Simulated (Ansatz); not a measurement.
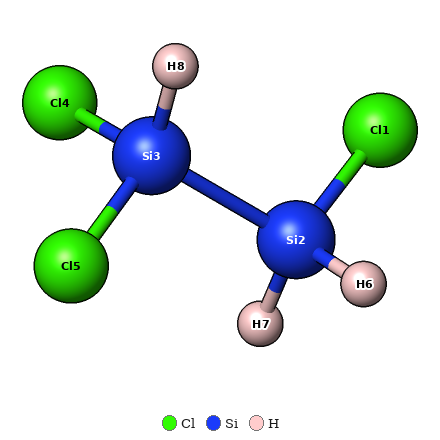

The system is Cl3H3Si2, SMILES Cl[SiH2][SiH](Cl)Cl; the picture shows the reference structure. The first coordinate is: bond length Si2–Si3; the second: bond length Si2–H6. Nothing is relaxed (all other coordinates rigid). The grid has 15 × 15 points. Energies are in kJ/mol, from the relaxed molecule at the same level. Computed with Ansatz 0.2.0, RKS PBE0-D4/def2-SVP.

Its coordinates:

```xyz
8

Cl   -0.4565    0.1132    2.6189
Si   -0.0904    0.9203    0.7450
Si    0.2539   -0.8523   -0.7366
Cl   -1.4843   -1.9578   -0.8364
Cl    0.6606   -0.0157   -2.5839
H     1.1142    1.7955    0.8177
H    -1.2733    1.7103    0.3028
H     1.3678   -1.7706   -0.3832
```

Range: bond length Si2–Si3 from 2.055 to 2.920 Å; bond length Si2–H6 from 1.252 to 1.938 Å.

What landscape does the calculation give?

Answer. The lowest grid point is at bond length Si2–Si3 = 2.364 Å, bond length Si2–H6 = 1.497 Å, 0.45 kJ/mol from the relaxed molecule at the same level. No other kind of well shows on this grid. The highest grid point, bond length Si2–Si3 = 2.920 Å, bond length Si2–H6 = 1.938 Å, lies 189 kJ/mol above the lowest. Round the minimum the two coordinates are nearly uncoupled.

```
bond length Si2–H6 ↓, bond length Si2–Si3 →  2.055  2.117  2.179  2.241  2.302  2.364  2.426  2.488  2.549  2.611  2.673  2.735  2.796  2.858  2.920
                                      1.938    153    127    109     99     94     94     98    105    113    124    135    148    161    175    190
                                      1.889    138    112     94     84     79     79     83     89     98    108    120    133    146    160    175
                                      1.840    124     97     80     69     65     65     68     75     83     94    105    118    132    146    160
                                      1.791    111     84     66     56     51     51     55     61     70     80     92    104    118    132    146
                                      1.742     98     72     54     43     39     39     42     48     57     67     79     91    105    119    133
                                      1.693     87     60     42     32     27     27     31     37     45     55     67     79     93    107    121
                                      1.644     77     50     32     22     17     17     20     27     35     45     57     69     82     96    111
                                      1.595     68     42     24     14      9      9     12     19     27     37     48     61     74     88    102
                                      1.546     63     36     18      8      3      3      6     13     21     31     43     55     68     82     96
                                      1.497     61     34     16      5      1      0      4     10     19     29     40     53     66     80     94
                                      1.448     62     36     18      7      2      2      6     12     20     31     42     54     67     81     95
                                      1.399     69     43     25     14      9      9     12     19     27     37     49     61     74     88    102
                                      1.350     83     56     38     27     22     22     25     32     40     50     61     74     87    101    115
                                      1.301    103     76     58     48     43     42     46     52     60     71     82     94    107    121    135
                                      1.252    133    106     88     78     73     72     76     82     90    100    112    124    137    151    165
```

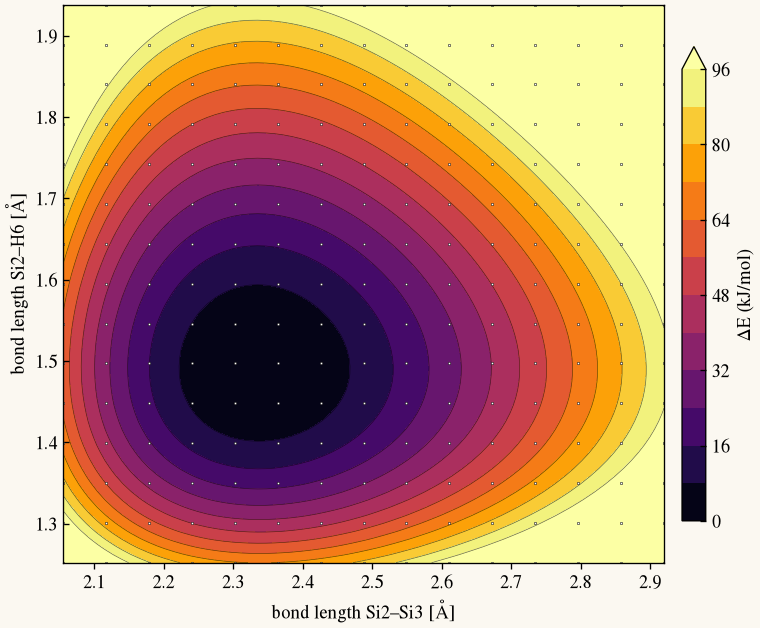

The picture shows filled contours, dots at the grid points, one colour for all values above the top of the scale. Between grid points the surface is interpolated.

Each point was launched as `ansatz run input.yaml --threads 1 --pin off --max-ram 2560MiB --backend cpu --events-out ev --progress --plain --runs-dir out`. Time for the 225 points that were run: 14 min on 1 thread of Intel(R) Xeon(R) Platinum 8488C (Sapphire Rapids) (shared host).
